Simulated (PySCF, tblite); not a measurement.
# C7H7FO: dynamics, then NMR shifts on frames, part 2 of 2

tblite 0.8.0 and PySCF 2.14.0. Atoms count from 0. Earlier steps stand in the parts before.

## Step 6: Shielding tensors: 800 fs, PBE0/pcSseg-1

The job: settings as JSON, then the geometry in Å.

```
{"job": {"kind": "nmr", "xc": "PBE0", "basis": "pcSseg-1", "pop": false}, "charge": 0, "multiplicity": 1}
C      2.124100     0.300800     0.305600
C      1.155600    -0.104800     0.849400
C      0.136700    -0.844600     1.536400
C     -0.736300    -1.763900     0.718300
O     -1.516000    -1.007800    -0.269300
C     -1.925800     0.196700     0.116100
C     -1.715100     0.783300     1.283500
C     -0.825200     0.189900     2.309200
F     -1.595900    -0.494400     3.256000
H      2.739300     0.843600    -0.352800
H      0.608500    -1.427900     2.391800
H     -1.497300    -2.272400     1.328900
H     -0.134700    -2.474300     0.216100
H     -2.626300     0.626200    -0.601200
H     -2.215300     1.695400     1.612400
H     -0.257700     0.951900     2.862600
```

With the program's defaults for keys left out, this is: GIAO PBE0/pcSseg-1 NMR shielding, non-relativistic, gas phase.

What it wrote:

```text
coarse grid: 14120 points
cycle   1  E = -445.1912630678  dE =  1.484e+00  |g| = 7.065e-01  |ddm| = 3.806e+00
cycle   2  E = -445.1287936060  dE =  6.247e-02  |g| = 9.561e-01  |ddm| = 1.792e+00
cycle   3  E = -445.2809633178  dE = -1.522e-01  |g| = 1.528e-01  |ddm| = 1.090e+00
cycle   4  E = -445.2849327168  dE = -3.969e-03  |g| = 7.344e-02  |ddm| = 1.904e-01
cycle   5  E = -445.2861178736  dE = -1.185e-03  |g| = 2.201e-02  |ddm| = 6.801e-02
cycle   6  E = -445.2862207039  dE = -1.028e-04  |g| = 6.980e-03  |ddm| = 2.303e-02
cycle   7  E = -445.2862307514  dE = -1.005e-05  |g| = 2.782e-03  |ddm| = 7.155e-03
cycle   8  E = -445.2862325638  dE = -1.812e-06  |g| = 4.879e-04  |ddm| = 3.209e-03
final grid: 138872 points
cycle   9  E = -445.3600139143  dE = -3.641e-05  |g| = 1.181e-02  |ddm| = 4.509e-02
cycle  10  E = -445.3599733208  dE =  4.059e-05  |g| = 1.917e-02  |ddm| = 2.586e-02
cycle  11  E = -445.3600398011  dE = -6.648e-05  |g| = 2.336e-03  |ddm| = 1.695e-02
cycle  12  E = -445.3600410630  dE = -1.262e-06  |g| = 6.086e-04  |ddm| = 2.412e-03
cycle  13  E = -445.3600411384  dE = -7.539e-08  |g| = 2.350e-04  |ddm| = 6.132e-04
cycle  14  E = -445.3600411497  dE = -1.124e-08  |g| = 8.498e-05  |ddm| = 2.831e-04
cycle  15  E = -445.3600411513  dE = -1.579e-09  |g| = 2.555e-05  |ddm| = 9.771e-05
cycle  16  E = -445.3600411514  dE = -1.363e-10  |g| = 4.135e-06  |ddm| = 2.820e-05
converged SCF energy = -445.3600411514

GIAO shielding tensors (ppm)
atom      isotropic    diamagn.    paramagn.     s11        s22        s33       span
  0 C      106.860     270.350    -163.491     28.147     39.624    252.809    224.662
  1 C       98.295     263.341    -165.046     -3.037      3.126    294.797    297.834
  2 C      150.333     244.407     -94.073    133.804    148.416    168.780     34.976
  3 C      117.605     242.382    -124.778     92.630     99.186    160.998     68.368
  4 O      202.072     394.800    -192.728     96.261    184.975    324.981    228.721
  5 C       32.484     245.025    -212.541    -70.428     53.205    114.675    185.103
  6 C       84.448     257.272    -172.824     -8.485    100.796    161.034    169.519
  7 C       96.401     249.642    -153.241     58.041     77.495    153.668     95.627
  8 F      335.929     471.563    -135.634    285.192    324.583    398.011    112.819
  9 H       29.842      35.023      -5.181     24.453     24.910     40.163     15.709
 10 H       27.831      27.614       0.217     23.452     26.822     33.220      9.767
 11 H       27.067      27.771      -0.704     23.267     26.101     31.834      8.567
 12 H       27.829      29.217      -1.388     23.667     27.436     32.384      8.717
 13 H       24.823      28.262      -3.439     21.375     25.815     27.279      5.904
 14 H       26.214      29.857      -3.642     23.970     26.476     28.197      4.227
 15 H       26.506      30.257      -3.750     23.204     26.660     29.655      6.452
```

It took 28 s on 1 thread of Arm Neoverse V1, shared host; peak memory 0.9 GiB.

Key values: δ C5 154.4, C6 102.5, C7 90.5, C1 88.6, H13 6.89, H14 5.50 ppm.

## Step 7: Nuclear shieldings: 1000 fs, PBE0/pcSseg-1

The job: settings as JSON, then the geometry in Å.

```
{"job": {"kind": "nmr", "xc": "PBE0", "basis": "pcSseg-1", "pop": false}, "charge": 0, "multiplicity": 1}
C      2.159600     0.199300     0.318800
C      1.136500    -0.134200     0.891200
C     -0.011500    -0.552000     1.655000
C     -1.024700    -1.285400     0.764400
O     -1.482400    -0.414700    -0.284900
C     -1.895400     0.838200     0.073600
C     -1.538800     1.458100     1.201000
C     -0.689300     0.683900     2.200100
F     -1.538200     0.216900     3.286100
H      2.976500     0.486400    -0.223700
H      0.165100    -1.107100     2.600400
H     -1.935400    -1.508800     1.421100
H     -0.617600    -2.163300     0.372900
H     -2.594900     1.242500    -0.718200
H     -1.772600     2.487000     1.445300
H      0.010800     1.422200     2.644500
```

Method: GIAO PBE0/pcSseg-1 NMR shielding, non-relativistic, gas phase.

What it wrote:

```text
coarse grid: 14120 points
cycle   1  E = -445.1883638634  dE =  1.349e+00  |g| = 7.138e-01  |ddm| = 3.799e+00
cycle   2  E = -445.1009968366  dE =  8.737e-02  |g| = 1.038e+00  |ddm| = 1.783e+00
cycle   3  E = -445.2790541727  dE = -1.781e-01  |g| = 1.453e-01  |ddm| = 1.136e+00
cycle   4  E = -445.2823922739  dE = -3.338e-03  |g| = 8.120e-02  |ddm| = 1.774e-01
cycle   5  E = -445.2838594127  dE = -1.467e-03  |g| = 2.528e-02  |ddm| = 6.931e-02
cycle   6  E = -445.2839986753  dE = -1.393e-04  |g| = 7.627e-03  |ddm| = 2.497e-02
cycle   7  E = -445.2840110626  dE = -1.239e-05  |g| = 2.911e-03  |ddm| = 7.950e-03
cycle   8  E = -445.2840131111  dE = -2.049e-06  |g| = 5.743e-04  |ddm| = 3.273e-03
final grid: 138872 points
cycle   9  E = -445.3579799631  dE = -4.307e-05  |g| = 1.130e-02  |ddm| = 5.328e-02
cycle  10  E = -445.3579447151  dE =  3.525e-05  |g| = 1.808e-02  |ddm| = 2.509e-02
cycle  11  E = -445.3580042031  dE = -5.949e-05  |g| = 2.180e-03  |ddm| = 1.544e-02
cycle  12  E = -445.3580052706  dE = -1.067e-06  |g| = 6.614e-04  |ddm| = 2.262e-03
cycle  13  E = -445.3580053615  dE = -9.095e-08  |g| = 2.568e-04  |ddm| = 6.389e-04
cycle  14  E = -445.3580053752  dE = -1.363e-08  |g| = 9.120e-05  |ddm| = 3.033e-04
cycle  15  E = -445.3580053770  dE = -1.867e-09  |g| = 2.697e-05  |ddm| = 9.395e-05
cycle  16  E = -445.3580053772  dE = -1.588e-10  |g| = 4.612e-06  |ddm| = 3.073e-05
converged SCF energy = -445.3580053772

GIAO shielding tensors (ppm)
atom      isotropic    diamagn.    paramagn.     s11        s22        s33       span
  0 C      104.985     260.663    -155.678     28.650     36.877    249.429    220.779
  1 C      100.707     262.927    -162.220     -3.097      7.857    297.363    300.460
  2 C      152.786     245.565     -92.778    136.243    148.931    173.185     36.942
  3 C      118.123     240.679    -122.556     91.521    106.616    156.231     64.710
  4 O      205.021     395.117    -190.096     88.622    193.533    332.909    244.287
  5 C       23.954     246.122    -222.168    -79.286     47.088    104.061    183.348
  6 C       78.454     258.469    -180.014    -25.340     97.436    163.266    188.606
  7 C       92.069     249.227    -157.158     52.153     67.969    156.085    103.932
  8 F      295.009     473.611    -178.602    195.277    285.100    404.648    209.371
  9 H       30.866      36.652      -5.786     25.424     25.547     41.629     16.205
 10 H       28.094      29.042      -0.948     23.624     27.270     33.389      9.766
 11 H       26.683      27.040      -0.357     22.609     25.745     31.696      9.086
 12 H       28.242      29.124      -0.882     24.400     27.579     32.747      8.346
 13 H       23.897      26.927      -3.030     20.480     24.799     26.413      5.934
 14 H       25.866      29.891      -4.024     24.304     26.385     26.910      2.606
 15 H       26.194      29.347      -3.153     23.542     26.010     29.031      5.489
```

It took 28 s on 1 thread of Arm Neoverse V1, shared host; peak memory 0.9 GiB.

Key values: δ C5 163.0, C6 108.5, C7 94.9, C1 86.2, H13 7.82, H14 5.85 ppm.

## Step 8: Side by side: NMR shifts

Shifts (ppm) of some atoms, chosen among heavy atoms and hydrogens apart, with basis size and wall time:

```
  frame     C6    C7    C2   H10    H9     O4      F8  functions  time
 250 fs   96.8  86.1  27.4  1.14  0.43  149.1  -183.3        188  37 s
 425 fs   99.5  82.2  40.8  3.82  2.98  128.8  -189.1        188  29 s
 625 fs  107.1  84.6  27.0  2.31  0.55  119.9  -152.3        188  27 s
 800 fs  102.5  90.5  36.6  3.89  1.88  134.0  -165.0        188  28 s
1000 fs  108.5  94.9  34.1  3.62  0.85  131.1  -124.1        188  28 s
```

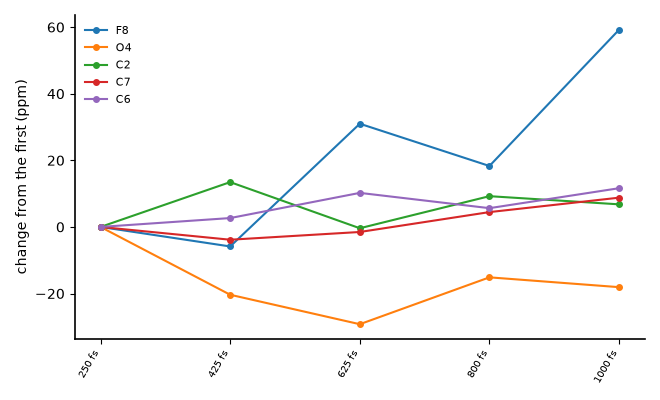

How five of the tabulated atoms move from run to run.

## Step 9: Results

What follows sums up all 2 parts.

| quantity | value |
| --- | --- |
| thermostat | 300 K |
| mean temperature, second half | 315 K |
| mean potential energy above the minimum | 0.58 eV |
| 13C shifts against TMS (PBE0/pcSseg-1, 250 fs) | 160.7, 96.8, 88.7, 86.1, 81.6, 67.4, 27.4 ppm |
| 1H shifts against TMS (PBE0/pcSseg-1, 250 fs) | 7.21, 5.94, 4.79, 4.42, 3.57, 1.14, 0.43 ppm |
| 17O shifts against H2O (PBE0/pcSseg-1, 250 fs) | 149.1 ppm |
| 19F shifts against CFCl3 (PBE0/pcSseg-1, 250 fs) | -183.3 ppm |
| surface potential, 1st and 99th percentile | -1.08 V and 1.33 V |
| range of the shift of F8 | -189.1 to -124.1 ppm |

What this shows: In the second half the potential energy averages 0.58 eV above the minimum; equipartition over 42 harmonic modes at 300 K would give 0.54 eV. With 16 atoms the temperature swings widely (144 to 410 K). Shifts at one fixed geometry are not the observed spectrum, which averages over the motion. In the first frame run (250 fs): The largest span, 300 ppm, is at C1, where the paramagnetic term is -168 ppm. In ppm, F8 moves most: its shift spreads over 65.1 ppm, from -189.1 (425 fs) to -124.1 (1000 fs).
